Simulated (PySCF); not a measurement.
Excited-state calculation, with input and output: C$_{4}$H$_{8}$BGeN

System: C$_{4}$H$_{8}$BGeN.
Method: TDDFT PBE0/def2-SVPD, vertical, gas phase, core orbitals frozen in the response (PySCF 2.14.0).

The geometry comes from this level: GFN2-xTB. It belongs to a series of runs on one base structure; here: BH inserted into a N-C bond.

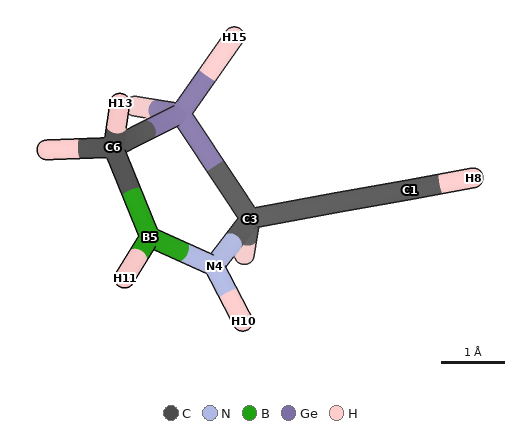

Fig. 1: The structure as given in the input (stick view, seen at a tilt; atoms are numbered from 1 in the order of the input). Sticks mark near contacts.

**Key numbers**

- outcome: converged
- total energy: −2312.837630 hartree
- HOMO: −7.28 eV
- LUMO: 0.24 eV
- dipole moment: 0.52 D
- mean polarisability: 94.85 a.u.
- lowest singlet excitation: 6.11 eV
- hardware: 1 CPU thread, shared host
- wall time: 90 s
- peak memory: 0.86 GiB

Spin–orbit coupling is left out, which matters for the heavy atoms.

**The input**
```
{"job": {"kind": "uv", "xc": "PBE0", "basis": "def2-SVPD", "nstates": 8, "ntriplets": 3}, "charge": 0, "multiplicity": 1}
C      2.985488     0.233545     0.862275
C      1.985531     0.210013     0.202433
C      0.757403     0.122557    -0.553413
N      0.138416    -1.191313    -0.396244
B     -1.111229    -1.384956     0.146835
C     -1.903946    -0.069811     0.579655
Ge    -0.667735     1.394507     0.108099
H      3.868291     0.280645     1.427079
H      0.992529     0.295119    -1.613888
H      0.737729    -1.951272    -0.685536
H     -1.538295    -2.470646     0.256940
H     -2.857561     0.021943     0.060822
H     -2.136585    -0.071820     1.644291
H     -1.106643     2.326440    -0.999375
H     -0.147808     2.263038     1.225873
```

The first line tells a small driver script what to run in PySCF; the rest is the geometry in Å.

Run as:
```bash
OMP_NUM_THREADS=1 python <driver script> task.json out
```

**What the program printed**
```
coarse grid: 58216 points
cycle   1  E = -2312.7650541000  dE =  2.432e-01  |g| = 5.896e-01  |ddm| = 9.127e+00
cycle   2  E = -2312.7440024375  dE =  2.105e-02  |g| = 6.698e-01  |ddm| = 2.614e+00
cycle   3  E = -2312.8361005928  dE = -9.210e-02  |g| = 7.454e-02  |ddm| = 1.131e+00
cycle   4  E = -2312.8369897617  dE = -8.892e-04  |g| = 4.993e-02  |ddm| = 2.026e-01
cycle   5  E = -2312.8375432072  dE = -5.534e-04  |g| = 1.689e-02  |ddm| = 9.309e-02
cycle   6  E = -2312.8376136066  dE = -7.040e-05  |g| = 3.652e-03  |ddm| = 3.288e-02
cycle   7  E = -2312.8376167383  dE = -3.132e-06  |g| = 8.543e-04  |ddm| = 8.337e-03
final grid: 123048 points
cycle   8  E = -2312.8376295619  dE =  6.271e-08  |g| = 1.194e-03  |ddm| = 1.171e-02
cycle   9  E = -2312.8376291265  dE =  4.354e-07  |g| = 1.846e-03  |ddm| = 4.335e-03
cycle  10  E = -2312.8376298633  dE = -7.368e-07  |g| = 1.753e-04  |ddm| = 2.476e-03
cycle  11  E = -2312.8376298697  dE = -6.411e-09  |g| = 4.896e-05  |ddm| = 3.158e-04
cycle  12  E = -2312.8376298703  dE = -6.171e-10  |g| = 8.766e-06  |ddm| = 8.049e-05
```

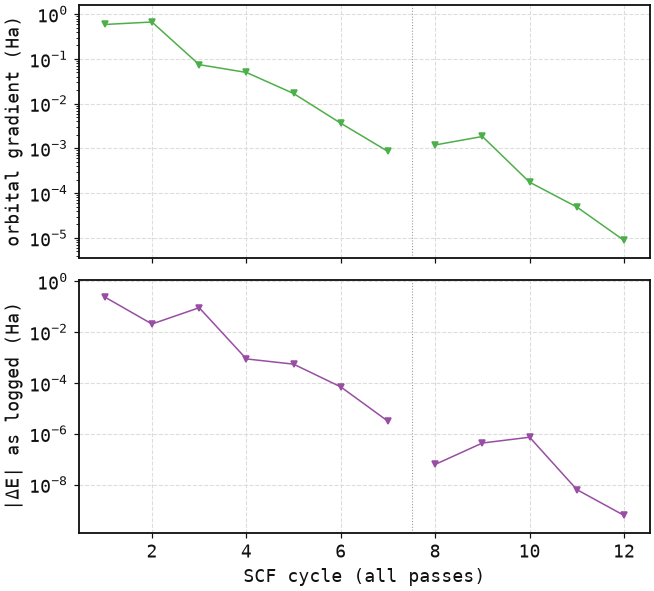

Fig. 2: Convergence of the self-consistent field: orbital gradient and size of the energy change against the SCF cycle. The dotted line marks the change from a coarse to the final integration grid. The first 7 cycles use a coarse grid, the final grid takes over at cycle 8, and the field converges after 12 cycles in all.

```
converged SCF energy = -2312.8376298703

Static polarisability (au): isotropic 94.845, principal 76.206 93.254 115.076

Singlet excitations
state   eV       nm        f      main configurations
  1   6.1053    203.1   0.01192   H->L 0.60, H->L+4 0.17, H->L+3 0.09
  2   6.5369    189.7   0.04226   H->L+1 0.60, H-1->L 0.12, H->L+4 0.10
  3   6.6378    186.8   0.00301   H->L+2 0.71, H->L 0.10
  4   6.6676    186.0   0.00577   H->L+3 0.29, H->L 0.19, H-1->L 0.17
  5   6.8787    180.2   0.01532   H-1->L+1 0.28, H->L+3 0.24, H-1->L+4 0.15
  6   6.9836    177.5   0.01729   H->L+4 0.44, H->L+1 0.19, H->L+2 0.18
  7   7.0761    175.2   0.00662   H-2->L 0.24, H-3->L 0.12, H-3->L+1 0.09
  8   7.2050    172.1   0.04393   H-2->L 0.26, H-1->L 0.25, H-1->L+1 0.10

Triplet excitations (Tamm-Dancoff, eV): 5.2482 5.6305 5.7496
```

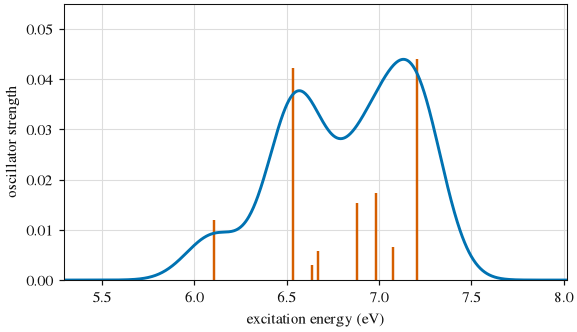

Fig. 3: Computed excitations as sticks (degenerate states added up, dark ones marked on the axis), with a Gaussian envelope of 0.35 eV full width at half maximum, scaled to the tallest. Of the 8 states the lowest lies at 6.11 eV (f = 0.012); the strongest line is at 7.21 eV, or 172 nm (f = 0.044).

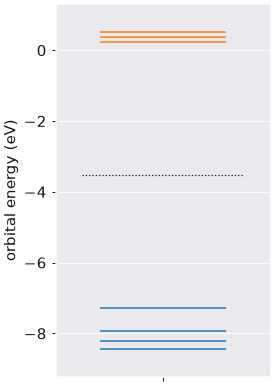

Fig. 4: Orbital energies near the frontier; the dotted line parts filled from empty levels, and levels within 0.02 eV of each other stand side by side. Highest filled −7.28 eV, lowest empty 0.24 eV, 7.52 eV apart.
